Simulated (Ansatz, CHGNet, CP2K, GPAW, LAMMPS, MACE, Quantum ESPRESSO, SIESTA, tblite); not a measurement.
## Amorphous carbon (100 atoms): one structure in several programs

Aim: run amorphous carbon (100 atoms) in several programs and set results and cost side by side. A plane-wave run serves as the reference.

Method: Kohn-Sham DFT, PBE, SSSP efficiency 1.3.0 pseudopotentials, plane waves, in Quantum ESPRESSO 7.5.

## Step 1: Set-up

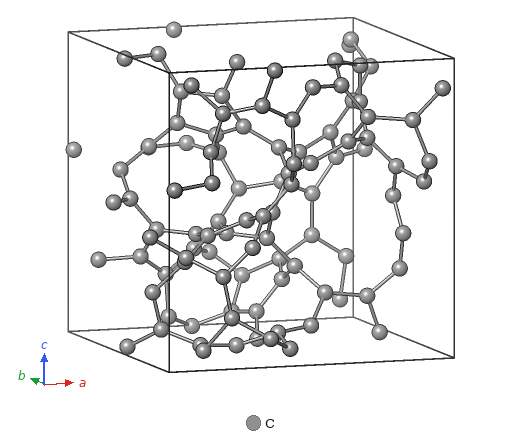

The starting structure, seen slightly off an axis (carbon grey). Bonds to atoms that aren't drawn are left out. Some periodic images of atoms are drawn too.

The cell holds 100 atoms: 100 C. Its edges and angles: a = 10.470 Å, b = 10.470 Å, c = 10.470 Å, α = 90.0°, β = 90.0°, γ = 90.0°. 100 atoms (100 C) placed at random at 1.74 g/cm³, melted at 5500 K for 10 ps at fixed volume with the LCBOP (Los and Fasolino, Phys. Rev. B 68, 024107 (2003)). Quenched from 5500 K to 300 K at 100 K/ps and fixed volume, held 5 ps.

## Step 2: Reference: Quantum ESPRESSO, plane waves

Input file pw.in:

```
&control
  calculation = 'scf'
  pseudo_dir = './pseudo'
  outdir = './tmp'
  disk_io = 'none'
  tprnfor = .true.
  tstress = .true.
/
&system
  ibrav = 0
  nat = 100
  ntyp = 1
  ecutwfc = 45
  ecutrho = 360
  nosym = .true.
  occupations = 'smearing'
  smearing = 'fd'
  degauss = 0.003675
/
&electrons
  conv_thr = 5.0e-07
  electron_maxstep = 100
  mixing_beta = 0.2
  mixing_mode = 'local-TF'
  diagonalization = 'david'
/
ATOMIC_SPECIES
C 12.011 C.upf
CELL_PARAMETERS angstrom
10.46950 0.00000 0.00000
0.00000 10.46950 0.00000
0.00000 0.00000 10.46950
ATOMIC_POSITIONS crystal
C 0.46867 0.08807 0.66176
C 0.29458 0.56485 0.37092
C 0.26900 0.79303 0.20754
C 0.25985 0.93802 0.61120
C 0.40165 0.96118 0.61551
C 0.76942 0.20338 0.78821
C 0.68287 0.22402 0.89507
C 0.19125 0.12554 0.70873
C 0.60707 0.31261 0.62696
C 0.40065 0.36338 0.43904
C 0.38697 0.86635 0.01807
C 0.46961 0.83509 0.59737
[... 84 atom lines left out ...]
C 0.78627 0.80747 0.31027
C 0.84226 0.49023 0.79639
C 0.43704 0.74674 0.38123
C 0.27522 0.78170 0.06615
K_POINTS gamma
```

Started as:

```sh
$ OMP_NUM_THREADS=1 mpirun -np 2 pw.x -in pw.in > output.txt
```

Numbers of over 12 decimals in the logs are rounded to 6 here.

Output:

```text
Program PWSCF
     gamma-point specific algorithms are used
     Parallelization info
     sticks:   dense  smooth     PW     G-vecs:    dense   smooth      PW
     Min        5606    2810    702               446914   157990   19802
     Max        5607    2811    703               446921   157995   19805
     Sum       11213    5621   1405               893835   315985   39607
     bravais-lattice index     =            0
     lattice parameter (alat)  =      19.7845  a.u.
     unit-cell volume          =    7744.1619 (a.u.)^3
     number of atoms/cell      =          100
     number of atomic types    =            1
     number of electrons       =       400.00
     number of Kohn-Sham states=          240
     kinetic-energy cutoff     =      45.0000  Ry
[... lines left out ...]
     scf convergence threshold =      5.0E-07
[... lines left out ...]
     number of k points=     1  Fermi-Dirac smearing, width (Ry)=  0.0037
[... lines left out ...]
     total energy              =   -1838.85430331 Ry
[... lines left out ...]
     total energy              =   -1836.29991441 Ry
[... lines left out ...]
     total energy              =   -1836.81154830 Ry
[... lines left out ...]
     c_bands:  1 eigenvalues not converged
[... lines left out ...]
     total energy              =   -1836.73949937 Ry
[... lines left out ...]
     total energy              =   -1836.73949947 Ry
[... lines left out ...]
   -13.4302 -13.3212 -13.1456 -13.0506 -12.9573 -12.7444 -12.5256 -12.4116
   -12.3371 -12.2955 -12.1875 -12.0852 -11.8299 -11.7589 -11.7380 -11.6275
[...]
6.4400   6.5399   6.6654   6.6872   6.8240   6.9058   6.9701   6.9871
     7.1697   7.2432   7.4395   7.4805   7.5693   7.7037   7.7822   7.8125
     the Fermi energy is     4.2525 ev
!    total energy              =   -1836.73949949 Ry
     total all-electron energy =     -7613.149282 Ry
     estimated scf accuracy    <       0.00000023 Ry
     smearing contrib. (-TS)   =      -0.01794480 Ry
     internal energy E=F+TS    =   -1836.72155469 Ry
     The total energy is F=E-TS. E is the sum of the following terms:
     one-electron contribution =    -861.11271967 Ry
     hartree contribution      =     603.16740817 Ry
     xc contribution           =    -453.87456834 Ry
     ewald contribution        =    -508.33239466 Ry
     one-center paw contrib.   =    -616.56928019 Ry
     convergence has been achieved in  18 iterations
     Forces acting on atoms (cartesian axes, Ry/au):
     atom    1 type  1   force =     0.00394140    0.05710480   -0.03114725
     atom    2 type  1   force =     0.08204577    0.03082010   -0.00462751
     atom    3 type  1   force =    -0.00227868   -0.03300282   -0.07358341
[...]
atom   99 type  1   force =    -0.00517726    0.14481462   -0.04795958
     atom  100 type  1   force =    -0.01093973   -0.03745107   -0.14020769
     Total force =     0.961266     Total SCF correction =     0.000709
     Computing stress (Cartesian axis) and pressure
          total   stress  (Ry/bohr**3)                   (kbar)     P=     -136.18
  -0.00110729  -0.00017292  -0.00020157         -162.89      -25.44      -29.65
  -0.00017292  -0.00074413  -0.00011171          -25.44     -109.47      -16.43
  -0.00020157  -0.00011171  -0.00092573          -29.65      -16.43     -136.18
     Message from routine punch:
     Nothing written, as per user request (disk_io='none')
```

It took 2.6 min on 2 MPI ranks of Arm Neoverse V2, shared host; peak memory 2.8 GiB; 5.2 min of CPU time.

Banners, paths, timers and routine set-up lines are dropped from the logs unmarked, and long logs keep their key lines alone; longer cuts are marked.

Numbers from this run:

| Property | Result |
| --- | --- |
| r.m.s. force component | 1.427 eV/Å |
| longest force | 5.519 eV/Å |
| pressure | -13.62 GPa |

## Step 3: Local order

Pair distribution function in bins of 0.2 Å:

| r (Å) | total |
| --- | --- |
| 1.30 | 0.48 |
| 1.50 | 5.46 |
| 1.70 | 0.17 |
| 1.90 | 0.00 |
| 2.10 | 0.00 |
| 2.30 | 0.65 |
| 2.50 | 2.16 |
| 2.70 | 1.22 |
| 2.90 | 0.80 |
| 3.10 | 0.67 |
| 3.30 | 0.77 |
| 3.50 | 0.87 |
| 3.70 | 1.19 |
| 3.90 | 1.14 |
| 4.10 | 1.03 |
| 4.30 | 0.81 |
| 4.50 | 0.88 |
| 4.70 | 1.08 |
| 4.90 | 1.14 |
| 5.10 | 1.03 |

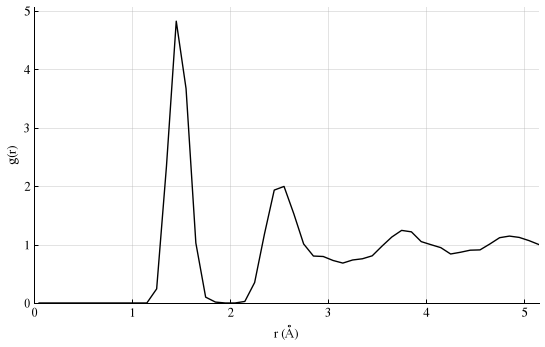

Pair distribution functions, lightly smoothed.

Bonds by pair of elements; cutoffs follow the first minimum of g(r), held within bounds set by covalent radii, and pairs that aren't listed don't count as bonded (cutoffs were set anew for this text, so counts can differ from the run's own analysis):

| pair A-B | cutoff (Å) | bonds | mean length (Å) | spread (Å) | shortest (Å) | B about A | A about B |
| --- | --- | --- | --- | --- | --- | --- | --- |
| C-C | 1.85 | 146 | 1.48 | 0.057 | 1.37 | 2.92 | 2.92 |

How many atoms have how many bonded neighbours:

| element | mean | 2 | 3 |
| --- | --- | --- | --- |
| C | 2.92 | 8 | 92 |

Rings of the network by King's shortest-path rule, up to 12 atoms, one path for each pair of neighbours; H, halogens, alkali and alkaline-earth atoms are left out, and the last column divides by all other atoms, bonded or not:

| ring size (atoms) | rings | per network atom |
| --- | --- | --- |
| 5 | 4 | 0.04 |
| 6 | 9 | 0.09 |
| 7 | 9 | 0.09 |
| 8 | 4 | 0.04 |
| 9 | 9 | 0.09 |
| 10 | 14 | 0.14 |
| 11 | 8 | 0.08 |
| 12 | 7 | 0.07 |

## Step 4: What was run beside it

The programs:
- CHGNet: machine-learned potential, published weights.
- CP2K 2026.2: Gaussian basis with GTH pseudopotentials and a plane-wave density; labels give functional, basis (MOLOPT sets; SR short-range, UZH the newer set with its own potentials), grid cutoff/relative cutoff and solver (OT: orbital transformation; TRS4, TC2, SIGN: linear-scaling purification with its sparsity filter), or its built-in tight binding.
- GPAW 26.7.0: PAW with atomic orbitals (LCAO), plane waves or a real-space grid of spacing h.
- MACE: machine-learned potential, published weights.
- Quantum ESPRESSO 7.5: plane waves; labels (QE) give functional, pseudopotential set and cutoffs of waves/density.
- SIESTA 5.4.2: numerical atomic orbitals, whose automatically made sets are far from complete, with PseudoDojo norm-conserving potentials that we converted to its format (checked against plane waves on the same files for H, C, O, Si, Ge and Ca alone); labels give functional, basis size, energy shift and mesh cutoff.
- tblite 0.8.0: extended tight binding, driven from Python.

All use the same cell and atoms; the electronic-structure runs use the same k-mesh, and an electronic temperature of 580 K (0.05 eV) where levels are smeared.

Differences are against the plane-wave reference, forces as r.m.s. over components; share is that over the reference's r.m.s. force, slope the least-squares factor from reference forces to these. Total energies of different programs have different zeros and aren't compared.

| run | Δ force, r.m.s. (meV/Å) | share (%) | slope | Δ pressure (GPa) | cores | CPU time | memory (GiB) |
| --- | --- | --- | --- | --- | --- | --- | --- |
| reference | - | - | - | - | 2 | 5.2 min | 2.8 |
| CHGNet 0.3.0 potential | 879 | 61.6 | 0.529 | 0.763 | 1 | 3.7 s | 1.8 |
| CP2K PBE, DZVP-MOLOPT-SR, 450/20 Ry, diagonalisation (coarse) | 47.3 | 3.32 | 1.012 | 0.719 | 4 | 3.6 min | 2.8 |
| CP2K PBE, DZVP-MOLOPT-SR, 450/50 Ry, diagonalisation | 38.3 | 2.68 | 1.010 | 0.406 | 4 | 5.2 min | 2.8 |
| CP2K PBE, DZVP-MOLOPT-SR, 630/50 Ry, diagonalisation | 38.3 | 2.68 | 1.010 | 0.406 | 4 | 7 min | 4.0 |
| CP2K PBE, SZV-MOLOPT-SR, 450/50 Ry, diagonalisation (coarse) | 514 | 36.1 | 1.302 | 5.15 | 1 | 3 min | 1.8 |
| CP2K PBE, TZVP-MOLOPT, 450/50 Ry, diagonalisation | 22.4 | 1.57 | 1.000 | 0.391 | 4 | 68 min | 3.4 |
| CP2K TPSS, PBE potentials, DZVP-MOLOPT-SR, 450/50 Ry, diagonalisation | 62.3 | 4.36 | 1.034 | 0.793 | 4 | 13 min | 2.9 |
| CP2K revPBE, PBE potentials, DZVP-MOLOPT-SR, 450/50 Ry, diagonalisation | 38.0 | 2.66 | 1.013 | 1.15 | 4 | 5.1 min | 2.8 |
| GPAW PBE, LCAO dzp, h 0.2 Å | 162 | 11.3 | 1.018 | - | 2 | 3.3 min | 1.4 |
| GPAW PBE, LCAO szp(dzp), h 0.2 Å (coarse) | 407 | 28.5 | 1.019 | - | 1 | 2.1 min | 0.89 |
| GPAW revPBE, LCAO dzp, h 0.2 Å | 187 | 13.1 | 1.022 | - | 2 | 3.2 min | 1.4 |
| MACE MP-0b2 small potential | 845 | 59.2 | 0.466 | 4.76 | 1 | 5.3 s | 0.67 |
| MACE MPA-0 medium potential | 805 | 56.4 | 0.507 | 3.13 | 1 | 7 s | 1.2 |
| QE PBE, sssp-1.3.0-efficiency, 20/160 Ry (coarse) | 344 | 24.1 | 1.045 | -28.4 | 2 | 2 min | 0.89 |
| SIESTA PBE, DZ, shift 0.01 Ry, mesh 300 Ry (coarse) | 275 | 19.2 | 1.078 | 5.90 | 1 | 1.7 min | 0.74 |
| SIESTA PBE, DZP, shift 0.01 Ry, mesh 300 Ry | 228 | 16.0 | 1.033 | 4.82 | 2 | 5.2 min | 1.5 |
| SIESTA PBE, DZP, shift 0.02 Ry, mesh 300 Ry | 187 | 13.1 | 1.033 | 0.942 | 2 | 3.3 min | 1.2 |
| SIESTA PBE, SZ, shift 0.01 Ry, mesh 300 Ry (coarse) | 889 | 62.3 | 1.120 | 23.9 | 1 | 78 s | 0.61 |
| tblite GFN1-xTB | 275 | 19.3 | 1.046 | -5.88 | 1 | 2.1 s | 0.11 |
| tblite GFN2-xTB | 272 | 19.0 | 1.029 | -8.24 | 1 | 7.2 s | 0.12 |

Rows marked coarse were listed beforehand as settings not expected to be converged; some can still land near the reference.

Times of the machine-learned potentials are mostly Python's start and the loading of weights.

CPU time is summed over cores on a shared host, where runs went side by side, so it is rough. Symmetry, cutoffs, thresholds, outputs and thread counts weren't matched or tuned between programs; memory under MPI is the largest rank's times the ranks.

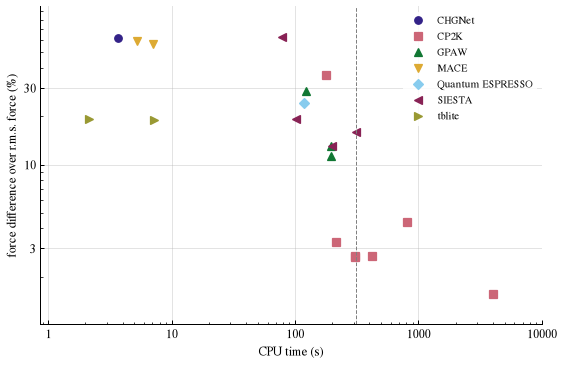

Force difference against CPU time; the dashed line marks the reference's time.

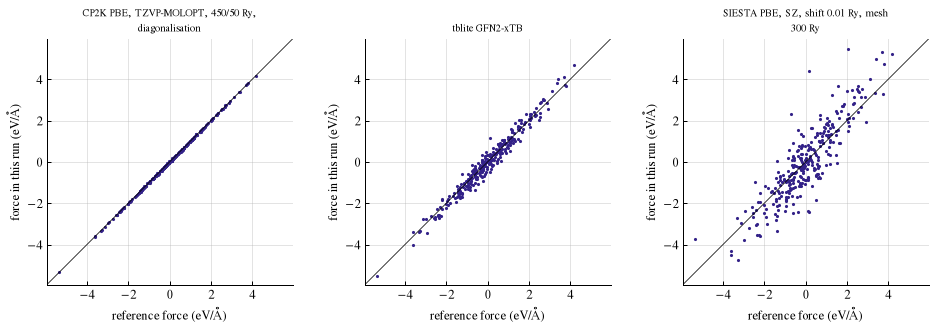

Force components against those of the reference; the line marks equality.

Runs without a result: CP2K SCC-DFTB, diagonalisation (not converged, the SCF not settling); CP2K GFN1-xTB, diagonalisation (not converged, the SCF not settling).

Within one program, basis, potentials and functional, energies share a zero. Each run against its twin at the usual cutoff or grid and solver:

| run | twin | Δ energy (meV/atom) | Δ force, r.m.s. (meV/Å) | CPU time over the twin's |
| --- | --- | --- | --- | --- |
| CP2K PBE, DZVP-MOLOPT-SR, 450/20 Ry, diagonalisation | DZVP-MOLOPT-SR, 450/50 Ry, diagonalisation | -4.07 | 26.4 | 0.69 |
| CP2K PBE, DZVP-MOLOPT-SR, 630/50 Ry, diagonalisation | DZVP-MOLOPT-SR, 450/50 Ry, diagonalisation | 0.0013 | 0.68 | 1.4 |
| QE PBE, sssp-1.3.0-efficiency, 20/160 Ry | sssp-1.3.0-efficiency, 45/360 Ry | 863 | 344 | 0.38 |

## Step 5: Results

```yaml
reference_r_m_s_force_component: 1.43 eV/Å
nearest_in_forces: CP2K PBE, TZVP-MOLOPT, 450/50 Ry, diagonalisation, 1.6 %
farthest_in_forces: a tie at 62 % of 2 runs: CHGNet 0.3.0 potential; SIESTA PBE, SZ, shift 0.01 Ry, mesh 300 Ry (coarse)
cheapest_electronic_structure_run_beside_the_reference: tblite GFN1-xTB, 2.1 s of CPU time
```

What this shows: The PBE runs in local orbitals, coarse settings apart, differ by 1.6 % (CP2K PBE, TZVP-MOLOPT, 450/50 Ry, diagonalisation) to 16 % (SIESTA PBE, DZP, shift 0.01 Ry, mesh 300 Ry); basis, grid and potentials can all enter. Tight binding differs by 19 % in each run; it is another model, with fitted parameters of its own, and the xTB methods hold dispersion. Machine-learned potentials differ by 56 % (MACE MPA-0 medium potential) to 62 % (CHGNet 0.3.0 potential); they were trained on other programs' data. Among those trained on PBE data the slope goes as low as 0.47, with a correlation of 0.88, so directions differ as well as sizes. Rows with another functional or a dispersion term differ by 2.7 % (CP2K revPBE, PBE potentials, DZVP-MOLOPT-SR, 450/50 Ry, diagonalisation) to 13 % (GPAW revPBE, LCAO dzp, h 0.2 Å), which mixes the change of model with differences of basis and potentials, some of them made for another functional. Runs with settings chosen to be coarse differ by 3.3 % (CP2K PBE, DZVP-MOLOPT-SR, 450/20 Ry, diagonalisation) to 62 % (SIESTA PBE, SZ, shift 0.01 Ry, mesh 300 Ry), their programs' other errors included. Of the electronic-structure runs that take under half the reference's CPU time, tblite GFN2-xTB is among the nearest, at 19 % in 7.2 s against 5.2 min; its pressure misses by -8.2 GPa. CP2K PBE, SZV-MOLOPT-SR, 450/50 Ry, diagonalisation stiffens the forces by a factor of 1.30 while following their directions (correlation 0.989); the slopes of the 7 CP2K runs lie between 1.00 and 1.30. In pressure, QE PBE, sssp-1.3.0-efficiency, 20/160 Ry misses by -28.4 GPa, at the same functional; a cutoff this low leaves a large Pulay stress. In the reference: levels near the Fermi energy are neither full nor empty under the smearing, so no gap is quoted. In the reference: By these cutoffs 92 % of C atoms have 3 bonded neighbours. Periodic xTB results under one method name differ between programs and library versions. The reference's pressure holds the uncorrected Pulay stress of its 45 Ry basis, so small pressure differences, and their order, may be the reference's own error. Machine-learned potentials mimic data converged in k, so the reference's own k-point error enters their differences. The quench rate of 100 K/ps is many orders above laboratory rates, so the cell is likely richer in defects and strain than a real sample. The network of bonds at the start is that of the classical potential that made the cell, and needn't be the one that DFT or experiment would give. The reference's stress is far from hydrostatic: its diagonal is -16.3, -10.9, -13.6 GPa, compression counted positive. The electronic-structure runs sample only Γ, in a cell whose shortest periodic width is 10 Å, which is coarse for a cell with partly filled levels.

[Also dropped from logs without a mark: logging warnings of Python, and SIESTA's first energy breakdown and zero terms.]

[Logs are printed without paths, hosts, clocks, repeated set-up lines and the standing remarks that a program may print on its own settings, such as how far it seeks lower states.]

[Hosts, paths, dates, database ids (printed as entryN), source tags and the programs' standing remarks are cut or masked in the printed files.]
